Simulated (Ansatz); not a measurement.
**BH₅OSi···H₂O: density, localisation and related maps**

The calculation's input:

```
crystal:
  periodic: [false, false, false]
  atoms:
    - {symbol: B, position_ang: [-0.177355, 0.814326, -0.638478]}
    - {symbol: O, position_ang: [1.576660, 1.020986, -0.729966]}
    - {symbol: H, position_ang: [-0.402214, 0.186823, -1.645204]}
    - {symbol: H, position_ang: [-0.529188, 1.973141, -0.618510]}
    - {symbol: H, position_ang: [1.828744, 0.888852, 0.194540]}
    - {symbol: O, position_ang: [-0.269572, 0.129687, 0.594707]}
    - {symbol: Si, position_ang: [-0.825246, -1.384736, 0.870660]}
    - {symbol: H, position_ang: [1.770919, 1.938956, -0.951196]}
    - {symbol: H, position_ang: [-0.319381, -1.812098, 2.201003]}
    - {symbol: H, position_ang: [-0.341491, -2.337314, -0.166748]}
    - {symbol: H, position_ang: [-2.311878, -1.418723, 0.889090]}
basis:
  gaussian: {orbitals: def2-TZVPP}
hamiltonian: {xc: pbe0, dispersion: d4}
output: {orbitals: {seedname: orbitals}}
```

Launched as:

```sh
ansatz run in.yaml --threads 4 --pin off --events-out ev --progress --plain --max-ram 9574MiB
```

The product side of a reaction path; geometry: PBE0-D4/def2-TZVP.

Theory: Ansatz, RKS PBE0-D4/def2-TZVPP.

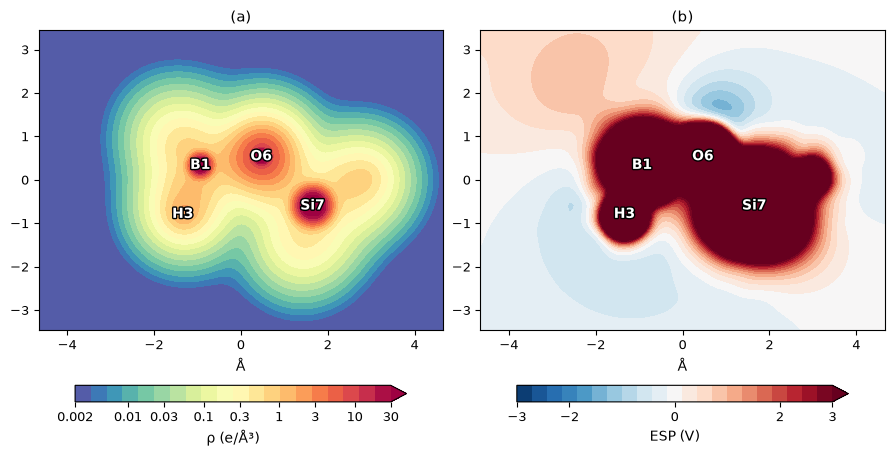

Figure 1. (a) total electron density; (b) electrostatic potential on the plane of atoms B1, O6 and Si7.

Describe what can be read from this map.

The section cuts through B, H, O and Si sites. B–O (1.41 Å): ρ is about 1.8 e/Å³ halfway. Si–O (1.64 Å): ρ is about 1.2 e/Å³ halfway. B–H (1.21 Å): ρ is about 1.2 e/Å³ halfway. Outside the dense part of the complex the potential is most negative (−1.4 V) near O6.

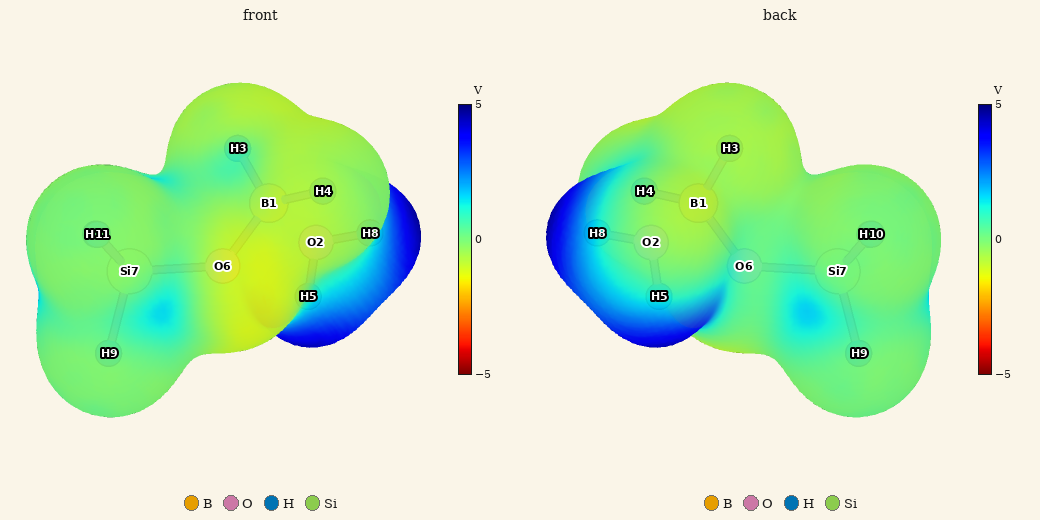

Figure 2. The electrostatic potential painted on the density surface at 0.004 e/bohr³, seen from the front and from behind; the colour scale runs from red (negative) to blue (positive).

Which sites attract a positive test charge, and which a negative one?

A positive charge is drawn to the negative regions and a negative charge to the positive ones. The most negative region (about −1.4 V) lies over O6, the most positive (about +4.5 V) over H8. O6 is the likeliest acceptor of a hydrogen bond.

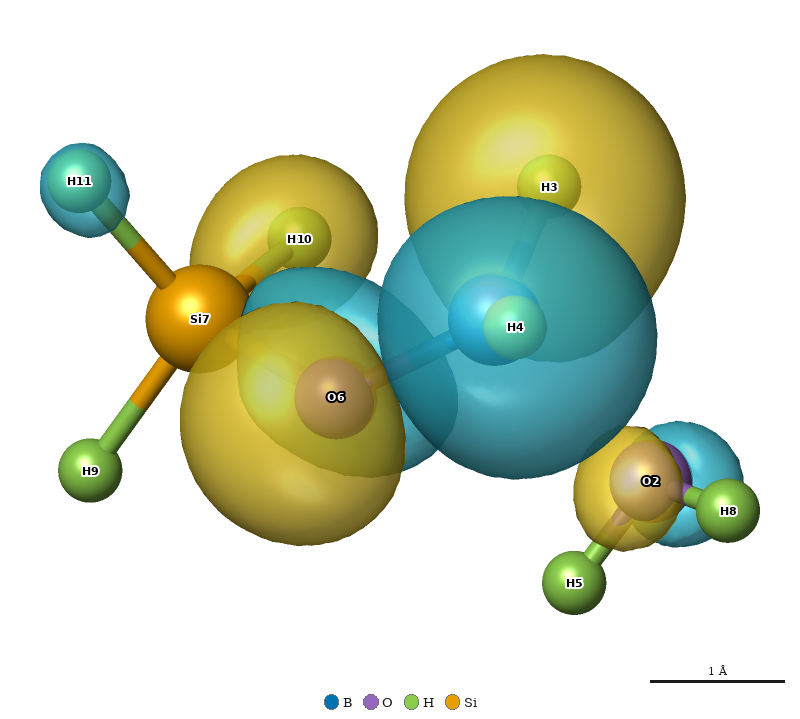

Figure 3. The HOMO at ±0.1 Å⁻³ᐟ² (yellow and cyan are the two phases), seen at a tilt.

Describe this orbital and give its energy.

Its weight (Hirshfeld) is mainly on O6 (about 30 %), B1 (about 20 %), H4 (about 20 %) and H3 (about 15 %). Its energy is −7.59 eV.
